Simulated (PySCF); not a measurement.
```yaml
atoms:
  - { symbol: C, position_ang: [-2.3447, 0.6148, 0.6939] }
  - { symbol: C, position_ang: [-1.1664, -0.3154, 0.4294] }
  - { symbol: C, position_ang: [-0.7769, -0.3307, -1.0513] }
  - { symbol: C, position_ang: [0.4700, -1.1955, -1.2244] }
  - { symbol: Si, position_ang: [1.5351, -0.7152, 0.2970] }
  - { symbol: C, position_ang: [2.9054, 0.5470, -0.1250] }
  - { symbol: C, position_ang: [0.0689, 0.0813, 1.2424] }
  - { symbol: H, position_ang: [-2.0954, 1.6355, 0.4074] }
  - { symbol: H, position_ang: [-2.6064, 0.6110, 1.7500] }
  - { symbol: H, position_ang: [-3.2172, 0.3041, 0.1219] }
  - { symbol: H, position_ang: [-1.4514, -1.3355, 0.7124] }
  - { symbol: H, position_ang: [-1.6057, -0.6976, -1.6616] }
  - { symbol: H, position_ang: [-0.5588, 0.6929, -1.3685] }
  - { symbol: H, position_ang: [0.9574, -1.0013, -2.1789] }
  - { symbol: H, position_ang: [0.1915, -2.2494, -1.2149] }
  - { symbol: H, position_ang: [2.4933, 1.4083, -0.6489] }
  - { symbol: H, position_ang: [3.3950, 0.9091, 0.7738] }
  - { symbol: H, position_ang: [3.6668, 0.1050, -0.7600] }
  - { symbol: H, position_ang: [-0.0392, -0.2269, 2.2805] }
  - { symbol: H, position_ang: [0.1734, 1.1691, 1.2435] }
```

Geometry: GFN2-xTB.

All numbers below come from UKS B3LYP, pcH-1 on C H Si, non-relativistic, mean-field spin-orbit, GIAO (PySCF).

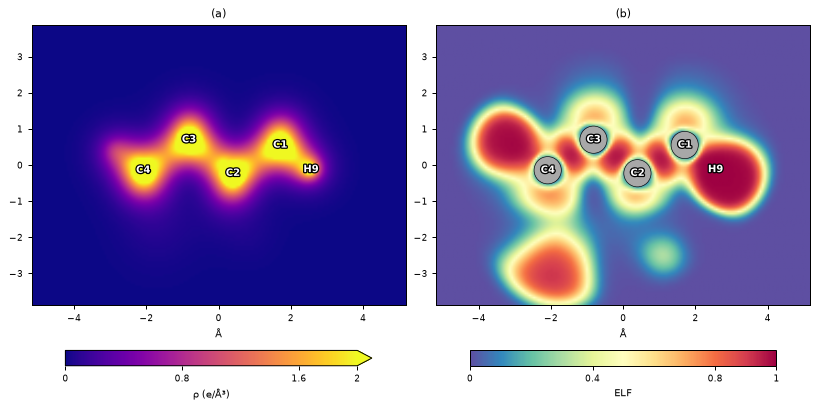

C6H13Si (SMILES C[C@H]1CC[Si](C)C1) (doublet). (a) total electron density; (b) electron localisation function on the plane of atoms C2, C1 and H9. Grey discs cover the atomic cores in the ELF map.

What does the map show?

Answer.
- Atoms in the plane: C and H.
- C–C (1.52 Å): ρ is about 1.6 e/Å³ halfway; the ELF peaks at about 0.95 between the atoms: localised, covalent bonding.
- C–H (1.09 Å): ρ at the midpoint is about 2 e/Å³; the ELF climbs to about 1 towards the hydrogen, as it does in any bond to H (an ordinary covalent bond to hydrogen).
